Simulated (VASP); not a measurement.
Band structure of BeS (zinc blende). These are vdW-DF2, VASP's PBE PAW potentials (set 64) (plane waves; VASP 6.6.1) values and carry that method's errors.

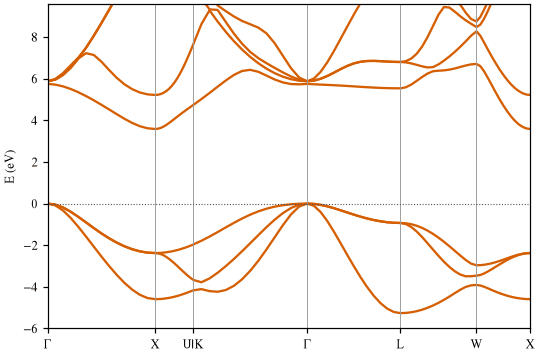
Figure: Bands along high-symmetry lines, zero at the valence-band maximum or, without a gap, the Fermi level

**Question.** Read the plot: is there a gap, and where are the band edges?

**Answer.** The gap is indirect, 3.58 eV, from the valence maximum at Γ to the conduction minimum at X. (Edges off the drawn lines would not show.)

The compound is BeS in the zinc blende structure. It was relaxed first.
